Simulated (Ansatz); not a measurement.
## Electronic structure of C4H11GaO (SMILES CCCC[O][GaH2]) in real space

Input file:

```
crystal:
  periodic: [false, false, false]
  atoms:
    - {symbol: C, position_ang: [0.931785, -2.875659, 0.720757]}
    - {symbol: C, position_ang: [0.662885, -1.757896, -0.273296]}
    - {symbol: C, position_ang: [0.650192, -0.375266, 0.361998]}
    - {symbol: C, position_ang: [0.314954, 0.739567, -0.614694]}
    - {symbol: Ga, position_ang: [-2.382875, 1.559396, -0.911104]}
    - {symbol: O, position_ang: [-0.942171, 0.546307, -1.203047]}
    - {symbol: H, position_ang: [0.162974, -2.901478, 1.510196]}
    - {symbol: H, position_ang: [0.936720, -3.861734, 0.231682]}
    - {symbol: H, position_ang: [1.906800, -2.747178, 1.218752]}
    - {symbol: H, position_ang: [-0.304314, -1.919166, -0.776216]}
    - {symbol: H, position_ang: [1.424223, -1.777630, -1.073574]}
    - {symbol: H, position_ang: [-0.084893, -0.353835, 1.188021]}
    - {symbol: H, position_ang: [1.632618, -0.157958, 0.818908]}
    - {symbol: H, position_ang: [1.077138, 0.760357, -1.417615]}
    - {symbol: H, position_ang: [0.379873, 1.715416, -0.091246]}
    - {symbol: H, position_ang: [-3.654570, 1.071102, -1.664706]}
    - {symbol: H, position_ang: [-2.173265, 2.787817, 0.038123]}
basis:
  gaussian:
    orbitals: def2-SVPD
hamiltonian:
  xc: pbe0
output: {forces: true, orbitals: {seedname: orbitals}}
```

Command:

```sh
ansatz run input.yaml --threads 4 --pin off --max-ram 7830MiB --events-out events.jsonl --progress --plain --runs-dir runs
```

Geometry: PBE0-D3(BJ)/def2-SVP.

Theory: isolated molecule in a Gaussian basis; Kohn-Sham density functional theory, functional PBE0 in Ansatz 0.2.0.

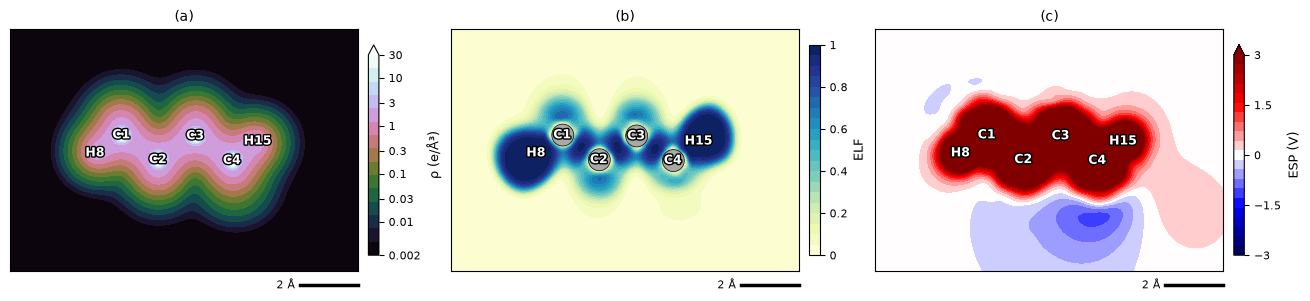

Figure 1. (a) total electron density; (b) electron localisation function; (c) molecular electrostatic potential on the plane of atoms C2, C3 and C4. Grey discs cover the atomic cores in the ELF map.

Question: Describe what can be read from this map.

Answer: Atoms in the plane: C and H. C–C (1.52 Å): the density is about 1.7 e/Å³ at the midpoint; the ELF peaks at about 0.95 between the atoms; a shared electron pair. C–H (1.10 Å): the density is about 1.9 e/Å³ at the midpoint; the ELF climbs to about 1 towards the hydrogen, as it does in any bond to H; a covalent bond by its length. Outside the dense part of the molecule the potential is most negative (−1.1 V) near O6, which lies off the plane.

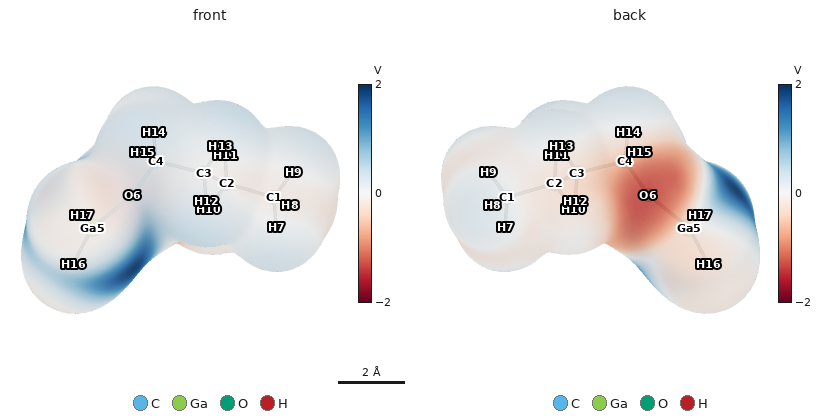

Figure 2. The electrostatic potential painted on the density surface at 0.001 e/bohr³, seen from the front and from behind; red is negative and blue positive.

Question: Which sites attract a positive test charge, and which a negative one?

Answer: A positive charge is drawn to the negative regions and a negative charge to the positive ones. The most negative region (about −1.3 V, or −30 kcal/mol for a unit charge) lies over O6, the most positive (about +1.9 V, or +44 kcal/mol for a unit charge) over Ga5. O6 is the likeliest acceptor of a hydrogen bond.

Question: What dipole moment does the calculation give?

Answer: Its dipole moment is 1.04 D.

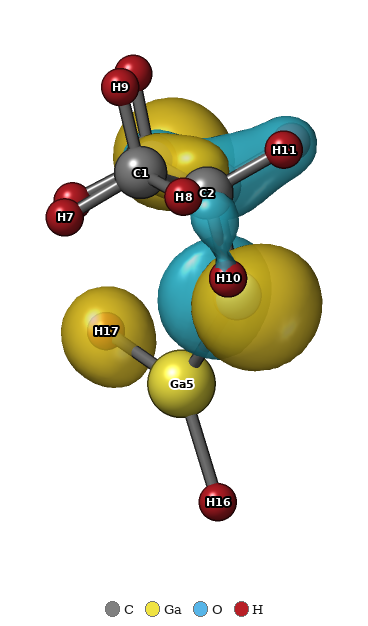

Figure 3. The HOMO−1 at ±0.15 Å⁻³ᐟ² (yellow and cyan are the two phases), seen at an oblique angle.

Question: Where does this orbital lie, and at what energy?

Answer: Its weight (Hirshfeld) is mainly on O6 (about 45 %), C4 (about 15 %), H15 (about 10 %), Ga5 (about 10 %) and H17 (about 5 %). Its energy is −7.93 eV.
